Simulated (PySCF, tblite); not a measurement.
# C6H10ClFSi: geometry, infrared bands and NMR shifts

What infrared bands and NMR shifts should C6H10ClFSi (`CC[C@@H]1C=C(Cl)C[Si@H]1F`) show?

Programs: tblite 0.8.0 and PySCF 2.14.0, with density-fitted response routines of our own. Each step states its level of theory. These are calculated values for one molecule in the gas phase, unless marked as measured. Atoms count from 0, in the outputs and in this text.

**1. The molecule as given**

19 atoms, charge 0, multiplicity 1; geometry from: force field or distance geometry start.

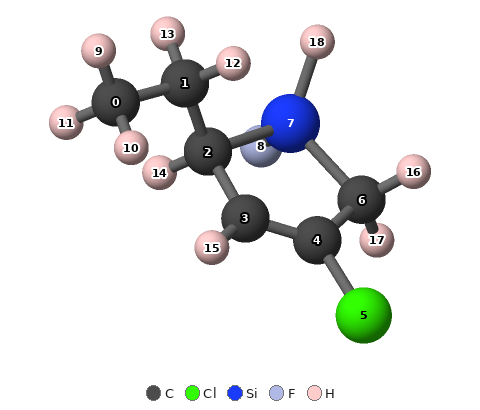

As it starts; carbon dark grey, chlorine green, silicon blue, fluorine light blue, hydrogen pink, atoms numbered.

**2. Optimising the geometry with GFN2-xTB**

What the job is given:

```
{"job": {"kind": "relax", "xc": "GFN2-xTB", "basis": "xTB"}, "charge": 0, "multiplicity": 1}
C      2.672200    -0.407600    -0.078100
C      1.472100     0.392500     0.445600
C      0.173500    -0.414600     0.427400
C     -0.355100    -0.668500    -0.991200
C     -1.575600    -0.222100    -1.306200
Cl    -2.256700    -0.472300    -2.872700
C     -2.408500     0.533900    -0.312600
Si    -1.330400     0.563700     1.262300
F     -1.974700    -0.380600     2.388800
H      3.579500     0.177200     0.036500
H      2.542200    -0.644000    -1.140200
H      2.785400    -1.344400     0.477100
H      1.375800     1.317700    -0.112700
H      1.705000     0.685100     1.485000
H      0.268700    -1.350700     0.964900
H      0.250600    -1.237100    -1.672900
H     -2.610000     1.554000    -0.647000
H     -3.355800     0.009600    -0.114300
H     -0.968000     1.917400     1.753100
```

The run is started by

```
$ OMP_NUM_THREADS=1 python probes_run.py task.json out
```

One launch serves the whole session: the jobs run in the order shown.

The log of the run:

```text
step      E/eV     max force
  0    -789.08648    1.899
  1    -789.17361    0.601
  2    -789.20140    0.424
  3    -789.21761    0.472
  4    -789.22992    0.257
  5    -789.23451    0.198
  6    -789.23998    0.192
  7    -789.24459    0.228
  8    -789.24822    0.187
  9    -789.25057    0.097
 10    -789.25196    0.083
 11    -789.25289    0.063
 12    -789.25371    0.068
 13    -789.25445    0.061
 14    -789.25503    0.060
 15    -789.25548    0.049
 16    -789.25585    0.045
 17    -789.25616    0.037
 18    -789.25638    0.027
 19    -789.25653    0.025
 20    -789.25667    0.030
 21    -789.25682    0.035
 22    -789.25698    0.033
 23    -789.25716    0.028
 24    -789.25736    0.039
 25    -789.25762    0.052
 26    -789.25788    0.044
 27    -789.25807    0.031
 28    -789.25818    0.026
 29    -789.25825    0.023
 30    -789.25833    0.027
 31    -789.25840    0.018
 32    -789.25844    0.014
 33    -789.25846    0.012
 34    -789.25849    0.012
 35    -789.25851    0.012
 36    -789.25853    0.011
 37    -789.25856    0.013
 38    -789.25858    0.011
 39    -789.25860    0.014
 40    -789.25862    0.010
 41    -789.25863    0.007
```

Wall time 0.68 s (1 thread of Arm Neoverse N1, shared host).

Step by step: (not every step is listed)

```
step  energy from step 0 (eV)  largest force (eV/Å)
   0                   0.0000                1.8990
   1                  -0.0871                0.6011
   2                  -0.1149                0.4244
   3                  -0.1311                0.4723
   4                  -0.1434                0.2570
   5                  -0.1480                0.1981
   6                  -0.1535                0.1916
   7                  -0.1581                0.2282
   8                  -0.1617                0.1867
  10                  -0.1655                0.0829
  12                  -0.1672                0.0684
  14                  -0.1685                0.0601
  16                  -0.1694                0.0452
  18                  -0.1699                0.0266
  20                  -0.1702                0.0304
  22                  -0.1705                0.0333
  24                  -0.1709                0.0390
  26                  -0.1714                0.0445
  28                  -0.1717                0.0262
  30                  -0.1718                0.0266
  32                  -0.1720                0.0141
  34                  -0.1720                0.0122
  36                  -0.1720                0.0110
  37                  -0.1721                0.0126
  38                  -0.1721                0.0114
  39                  -0.1721                0.0137
  40                  -0.1721                0.0104
  41                  -0.1721                0.0071
```

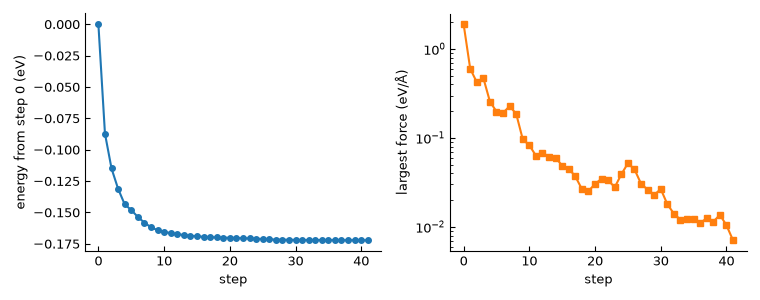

Energy and force, step by step.

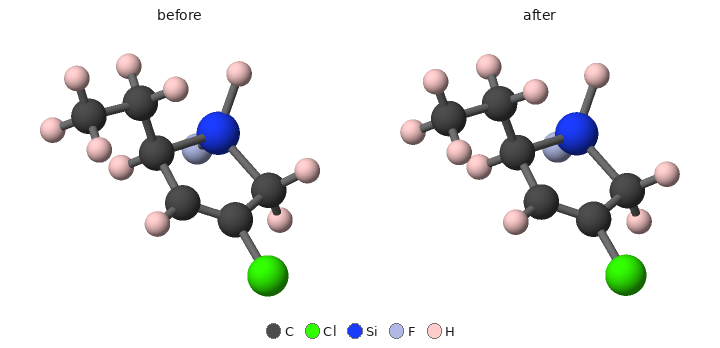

Before and after, at one scale.

Close pairs (by a distance rule), those that changed most:

```
   bond  before (Å)  after (Å)  change (Å)
 C2–Si7       1.979      1.911      -0.068
Si7–H18       1.485      1.451      -0.033
  C2–C3       1.535      1.506      -0.029
 Si7–F8       1.605      1.619      +0.014
  C3–C4       1.337      1.324      -0.014
 C2–H14       1.084      1.096      +0.012
 C1–H13       1.105      1.092      -0.012
  C0–C1       1.534      1.524      -0.010
```

The next job starts from the end point, and lists it.

**3. Vibrational analysis with GFN2-xTB**

What the job is given:

```
{"job": {"kind": "ir", "xc": "GFN2-xTB", "basis": "xTB"}, "charge": 0, "multiplicity": 1}
C      2.642838    -0.423556    -0.097842
C      1.476939     0.397471     0.441010
C      0.149500    -0.375591     0.447708
C     -0.341113    -0.654457    -0.948126
C     -1.538916    -0.209006    -1.292865
Cl    -2.204206    -0.458465    -2.874719
C     -2.388792     0.533929    -0.309428
Si    -1.307753     0.560775     1.254068
F     -1.982591    -0.321914     2.432196
H      3.571294     0.135991    -0.009187
H      2.497114    -0.669010    -1.146055
H      2.747029    -1.350080     0.462899
H      1.360074     1.302341    -0.158474
H      1.705172     0.704639     1.464167
H      0.332765    -1.333572     0.947844
H      0.285245    -1.206443    -1.629696
H     -2.638630     1.519679    -0.700970
H     -3.334850     0.010582    -0.163621
H     -1.040923     1.845939     1.873629
```

The log of the run:

```text
mode    cm-1     km/mol
  1      39.4      1.51
  2      68.2      1.15
  3     103.8      0.94
  4     140.6      5.80
  5     160.7      6.57
  6     211.6      4.05
  7     232.2      1.34
  8     285.3      6.27
  9     326.8      1.65
 10     348.6      8.00
 11     385.3      3.09
 12     438.6     20.31
 13     505.9      1.76
 14     579.0     98.94
 15     643.5    104.33
 16     714.4     19.72
 17     733.0     14.27
 18     754.3     69.61
 19     806.5     48.13
 20     823.3    161.66
 21     828.3    113.78
 22     848.3     35.78
 23     954.1     10.15
 24    1003.8      8.22
 25    1028.7     19.90
 26    1069.5     10.88
 27    1091.7      4.39
 28    1098.2     21.76
 29    1117.2     17.23
 30    1194.9     13.65
 31    1213.0     60.16
 32    1238.8      1.66
 33    1258.5     23.87
 34    1292.6      0.23
 35    1342.8      8.71
 36    1415.2      3.27
 37    1447.9     12.48
 38    1491.1      0.07
 39    1500.9      2.14
 40    1507.7      3.14
 41    1696.1     16.26
 42    2364.8    277.15
 43    2911.9     24.69
 44    2966.4     46.98
 45    2973.3      9.04
 46    2984.1     33.25
 47    2998.0     10.74
 48    3031.2     44.75
 49    3035.5     46.10
 50    3050.6     25.30
 51    3105.1     26.19
```

It took 1.6 s on 1 thread of Arm Neoverse N1, shared host.

The strongest bands and the atoms that carry them (share of the mass-weighted mode):

```
cm⁻¹  km/mol                                   atoms
 579    98.9                                H18 87 %
 644   104.3                                H18 82 %
 754    69.6             C6 33 %, H17 27 %, Si7 14 %
 806    48.1  H13 15 %, H12 11 %, H15 11 %, H10 10 %
 823   161.7                       Si7 27 %, F8 23 %
 828   113.8     H15 21 %, C6 20 %, C3 14 %, C4 13 %
1213    60.2             H16 31 %, C6 24 %, H17 22 %
2365   277.1                                H18 97 %
```

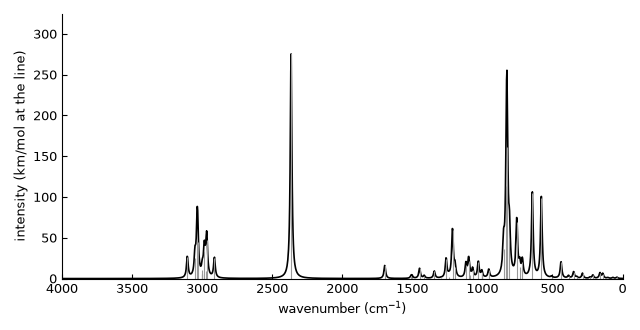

The infrared spectrum from these modes, unscaled. Lines are broadened to a width of 14 cm⁻¹ (Lorentzian).

**4. Nuclear shieldings: PBE0/pcSseg-1**

The job, as its differences from that of step 3:

```diff
@@ -1,2 +1,2 @@
-{"job": {"kind": "ir", "xc": "GFN2-xTB", "basis": "xTB"}, "charge": 0, "multiplicity": 1}
+{"job": {"kind": "nmr", "xc": "PBE0", "basis": "pcSseg-1"}, "charge": 0, "multiplicity": 1}
 C      2.642838    -0.423556    -0.097842
```

Method: GIAO PBE0/pcSseg-1 NMR shielding, non-relativistic, gas phase.

The log of the run:

```text
coarse grid: 17056 points
cycle   1  E = -1083.3823812352  dE =  1.084e+00  |g| = 6.670e-01  |ddm| = 4.055e+00
cycle   2  E = -1083.3124521082  dE =  6.993e-02  |g| = 9.456e-01  |ddm| = 1.253e+00
cycle   3  E = -1083.4706270765  dE = -1.582e-01  |g| = 1.089e-01  |ddm| = 7.866e-01
cycle   4  E = -1083.4729690027  dE = -2.342e-03  |g| = 4.335e-02  |ddm| = 1.363e-01
cycle   5  E = -1083.4733839481  dE = -4.149e-04  |g| = 1.628e-02  |ddm| = 4.981e-02
cycle   6  E = -1083.4734369129  dE = -5.296e-05  |g| = 4.168e-03  |ddm| = 1.578e-02
cycle   7  E = -1083.4734406139  dE = -3.701e-06  |g| = 1.052e-03  |ddm| = 4.767e-03
final grid: 156248 points
cycle   8  E = -1083.5318628646  dE = -4.652e-05  |g| = 9.033e-03  |ddm| = 3.539e-02
cycle   9  E = -1083.5318506264  dE =  1.224e-05  |g| = 1.118e-02  |ddm| = 1.989e-02
cycle  10  E = -1083.5318835758  dE = -3.295e-05  |g| = 1.232e-03  |ddm| = 1.212e-02
cycle  11  E = -1083.5318838546  dE = -2.788e-07  |g| = 4.050e-04  |ddm| = 1.618e-03
cycle  12  E = -1083.5318838887  dE = -3.412e-08  |g| = 1.069e-04  |ddm| = 3.807e-04
cycle  13  E = -1083.5318838909  dE = -2.210e-09  |g| = 4.474e-05  |ddm| = 1.291e-04
cycle  14  E = -1083.5318838913  dE = -4.593e-10  |g| = 9.033e-06  |ddm| = 4.657e-05
converged SCF energy = -1083.5318838913

GIAO shielding tensors (ppm)
atom      isotropic    diamagn.    paramagn.     s11        s22        s33       span
  0 C      170.060     246.841     -76.782    152.737    170.558    186.884     34.147
  1 C      158.697     247.162     -88.465    150.721    154.984    170.386     19.665
  2 C      146.437     254.585    -108.148    138.119    147.520    153.671     15.551
  3 C       48.941     256.074    -207.134    -55.311     67.771    134.363    189.675
  4 C       41.268     257.679    -216.411    -55.564     85.237     94.132    149.696
  5 Cl     699.877    1146.087    -446.210    491.621    615.915    992.093    500.472
  6 C      158.505     255.613     -97.108    141.664    152.660    181.191     39.527
  7 Si     310.810     877.666    -566.856    278.552    310.404    343.475     64.923
  8 F      370.023     466.443     -96.420    354.536    369.309    386.222     31.686
  9 H       30.431      27.743       2.688     25.659     27.507     38.128     12.470
 10 H       30.371      30.400      -0.029     25.204     30.265     35.644     10.440
 11 H       30.864      29.633       1.231     26.951     28.728     36.914      9.963
 12 H       30.679      32.017      -1.338     26.052     31.116     34.869      8.817
 13 H       30.030      31.340      -1.310     23.825     30.184     36.082     12.257
 14 H       29.738      33.182      -3.444     26.258     28.744     34.211      7.953
 15 H       25.450      33.236      -7.786     21.773     24.001     30.575      8.802
 16 H       29.895      29.941      -0.046     25.736     28.557     35.391      9.655
 17 H       29.792      28.942       0.850     25.573     28.378     35.424      9.851
 18 H       26.350      29.062      -2.712     23.240     24.824     30.985      7.745
```

It took 83 s on 1 thread of Arm Neoverse N1, shared host; peak memory 1 GiB.

The references, computed at this level on geometries of the same kind, shield at (ppm): ¹H TMS 31.72, ¹³C TMS 186.9, ²⁹Si TMS 349.2, ¹⁹F CFCl3 170.9, ³⁵Cl HCl 950. Their shielding less the atom's gives the shift. The references are single molecules in the gas phase, so shifts against H2O, NH3, PH3, H3PO4 or CFCl3 are not on the usual liquid scales and can be off by tens of ppm. Atoms listed in one row are averaged.

```
       atoms                                                   environment  σ (ppm)  δ (ppm)  δ scaled to CDCl3
          C4                               fully substituted alkene carbon     41.3    145.7              140.2
          C3                                                     alkene CH     48.9    138.0              132.8
          C2                                   allylic sp3 CH bonded to Si    146.4     40.5               37.6
          C6                                  allylic sp3 CH2 bonded to Si    158.5     28.4               25.8
          C1                                                       sp3 CH2    158.7     28.2               25.6
          C0                                                 methyl carbon    170.1     16.9               14.5
         H15                                      hydrogen on an alkene CH    25.45     6.27               6.01
         H18  hydrogen on a silicon bonded to 2 C, F, in a 5-membered ring    26.35     5.37                  –
         H14                    hydrogen on an allylic sp3 CH bonded to Si    29.74     1.98               1.97
         H17                   hydrogen on an allylic sp3 CH2 bonded to Si    29.79     1.93               1.92
         H16                   hydrogen on an allylic sp3 CH2 bonded to Si    29.89     1.82               1.82
         H13                                        hydrogen on an sp3 CH2    30.03     1.69               1.70
H9, H10, H11                                   hydrogen on a methyl carbon    30.56     1.16               1.20
         H12                                        hydrogen on an sp3 CH2    30.68     1.04               1.08
         Cl5                                          chlorine bonded to C      700      250                  –
         Si7             silicon bonded to 2 C, F, H, in a 5-membered ring    310.8     38.3                  –
          F8                                         fluorine bonded to Si    370.0   -199.1                  –
```

The scaled column applies a straight-line fit of computed shieldings to shifts measured in CDCl3, with any fitted terms for Cl, Br or S neighbours, and one for carbons that bear F (root-mean-square error 0.16 ppm for H, 1.9 ppm for C).

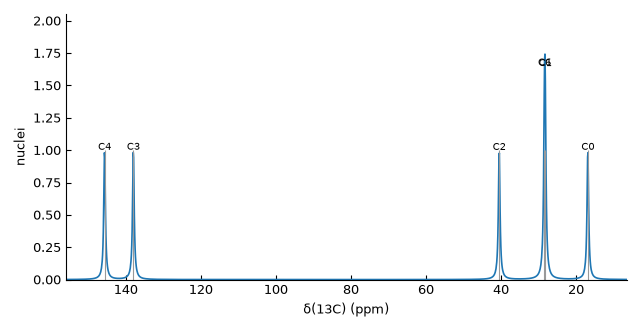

¹³C lines at the computed shifts, without couplings. Lines are broadened to a width of 0.52 ppm (Lorentzian).

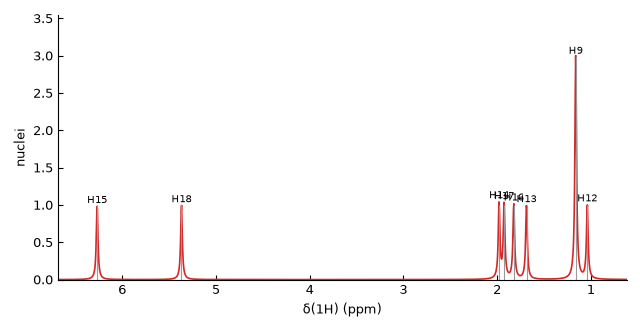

¹H lines at the computed shifts, without couplings. Lines are broadened to a width of 0.02 ppm (Lorentzian).

The run also stored atomic charges by several schemes (e):

```
atoms  Mulliken    IAO  Hirshfeld  ESP fit
   C0     -0.26  -0.42      -0.12    -0.30
   C1     -0.23  -0.24      -0.07     0.14
   C2     -0.55  -0.40      -0.11    -0.07
   C3      0.04  -0.17      -0.06    -0.22
   C4     -0.26  -0.01       0.01     0.00
  Cl5     -0.09  -0.05      -0.05    -0.11
   C6     -0.44  -0.58      -0.17    -0.29
  Si7      1.15   1.22       0.46     0.65
   F8     -0.42  -0.53      -0.21    -0.33
```

Mulliken charges:

C0 -0.26; C1 -0.23; C2 -0.55; C3 0.04; C4 -0.26; Cl5 -0.09; C6 -0.44; Si7 1.15; F8 -0.42; H9 0.12; H10 0.12; H11 0.11; H12 0.12; H13 0.13; H14 0.16; H15 0.10; H16 0.16; H17 0.17; H18 -0.11

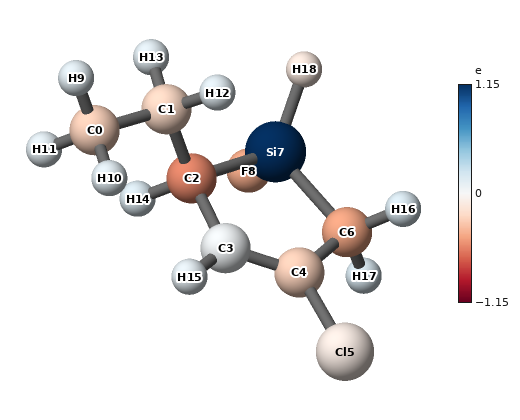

Mulliken charges, as colours on the atoms.

Mayer bond orders: C0–C1 1.06, C1–C2 1.00, C2–C3 1.01, C3–C4 1.79, C4–Cl5 1.07, C4–C6 1.03, C6–Si7 0.87, Si7–F8 0.95, Si7–C2 0.85.

Ring of atoms C2, C3, C4, C6, Si7: NICS(0) -2.4, NICS(1) -2.7, NICS(1)zz -0.1 ppm (means of both faces).

**5. Results**

| quantity | value |
| --- | --- |
| strongest single infrared mode (GFN2-xTB) | 2365 cm⁻¹, 277 km/mol |
| zero-point energy (GFN2-xTB) | 90.6 kcal/mol |
| ¹³C shifts against TMS (PBE0/pcSseg-1) | 145.7, 138.0, 40.5, 28.4, 28.2, 16.9 ppm |
| ¹H shifts against TMS (PBE0/pcSseg-1, means over atoms taken as alike) | 6.27, 5.37, 1.98, 1.93, 1.82, 1.69, 1.16, 1.04 ppm |
| ³⁵Cl shifts against HCl (PBE0/pcSseg-1) | 250 ppm |
| ²⁹Si shifts against TMS (PBE0/pcSseg-1) | 38.3 ppm |
| ¹⁹F shifts against CFCl3 (PBE0/pcSseg-1) | -199.1 ppm |

In words: Over 41 steps the energy fell by 0.172 eV; of the close pairs, C2–Si7 changed most, 1.979 to 1.911 Å. All 51 modes are real, so the xTB geometry is a minimum. The strongest single mode, at 2365 cm⁻¹, moves mainly H18. GFN2-xTB is a fitted tight-binding method: band positions and strengths are rough. Its intensities can rank the bands wrongly. The most deshielded hydrogen is H15 (hydrogen on an alkene CH), at 6.27 ppm: a vinylic proton, deshielded by the sp2 carbon and the C=C anisotropy. At PBE0/pcSseg-1: The largest span, 500 ppm, is at Cl5, where the paramagnetic term is -446 ppm.
